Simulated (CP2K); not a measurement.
Consider 4-methylpyridine at its PBE geometry (Å).

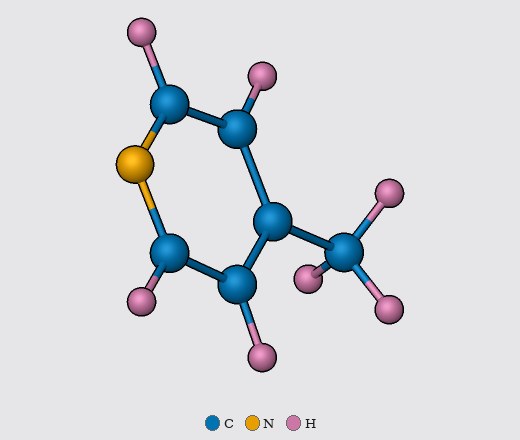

The molecule (carbon blue, nitrogen orange, hydrogen pink).

```xyz
14

C     2.0154   -0.1266    0.1133
C     0.5160   -0.0314    0.0436
C    -0.1363    1.1979   -0.1208
C    -1.5298    1.2333   -0.2086
N    -2.3183    0.1449   -0.1423
C    -1.6860   -1.0318    0.0198
C    -0.2990   -1.1689    0.1176
H     2.4412   -0.2545   -0.8940
H     2.4570    0.7828    0.5404
H     2.3362   -0.9872    0.7143
H     0.4357    2.1254   -0.1757
H    -2.0455    2.1888   -0.3374
H    -2.3280   -1.9150    0.0761
H     0.1414   -2.1578    0.2538
```

Method: CP2K XAS_TDP, all-electron GAPW, PBEh(45%), aug-cc-pVDZ, TDA, GW2X-corrected core level, no relativity.

Q: Where do the C K-edge lines lie, and how strong are they?

Leading lines: C1 291.09 eV, C2 286.96 eV, C3 287.23 eV and C4 287.50 eV. The leading line of an atom is its first one with 35 % of the strongest within 2.5 eV of its lowest line over the strength cut. Core ionisation energies at this level: C2 292.39, C3 292.00, C1 292.47 and C4 292.75 eV.

The first six lines of each atom with a strength over 0.0015:

| atom | energy (eV) | states | strength, one atom | above the computed threshold |
| --- | --- | --- | --- | --- |
| C1 (bonded to C and 3 H) | 290.28 | 1 | 0.0062 |  |
|  | 290.50 | 1 | 0.0046 |  |
|  | 291.09 | 1 | 0.0154 |  |
|  | 291.27 | 1 | 0.0206 |  |
|  | 292.14 | 1 | 0.0060 |  |
|  | 292.25 | 1 | 0.0025 |  |
| C2 (bonded to 3 C) | 286.96 | 1 | 0.0567 |  |
|  | 291.49 | 1 | 0.0036 |  |
|  | 292.31 | 1 | 0.0029 |  |
|  | 293.04 | 1 | 0.0024 | yes |
|  | 293.40 | 1 | 0.0074 | yes |
|  | 293.59 | 1 | 0.0044 | yes |
| C3 (bonded to 2 C and H), 2 alike | 287.23 | 1 | 0.0478 |  |
|  | 290.05 | 1 | 0.0115 |  |
|  | 290.92 | 1 | 0.0029 |  |
|  | 291.43 | 1 | 0.0024 |  |
|  | 291.62 | 1 | 0.0031 |  |
|  | 292.19 | 1 | 0.0042 | yes |
| C4 (bonded to C, N and H), 2 alike | 287.50 | 1 | 0.0554 |  |
|  | 290.96 | 1 | 0.0106 |  |
|  | 291.76 | 1 | 0.0025 |  |
|  | 292.36 | 1 | 0.0022 |  |
|  | 292.57 | 1 | 0.0016 |  |
|  | 293.30 | 1 | 0.0024 | yes |

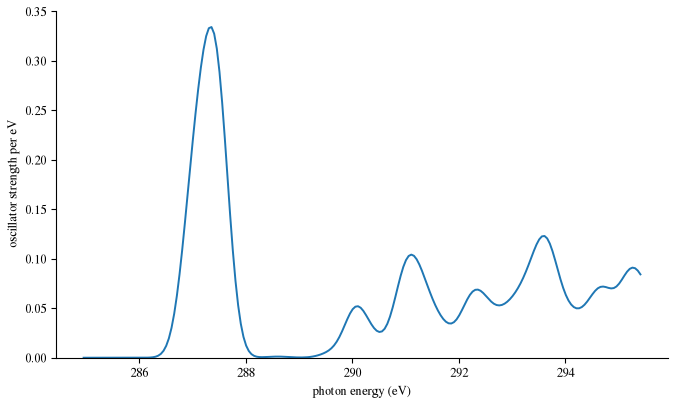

All atoms added, broadened by 0.5 eV.

Lines are vertical, at one geometry, with no vibrational structure. GW2X ionisation energies and lines can be off by 1 to 2 eV either way, and a good line position may hide errors that cancel. These values hold no scalar relativity, about 0.1 eV for C 1s. Rydberg lines, and the discretised continuum above threshold, depend on the basis and the box.

[Banner, clock and machine lines of the logs are left out without a mark of their own.]

[Logs are printed without paths, hosts, clocks, repeated set-up lines and the standing remarks that a program may print on its own settings, such as how far it seeks lower states.]

[Hosts, paths, dates, database ids (printed as entryN), source tags and the programs' standing remarks are cut or masked in the printed files.]
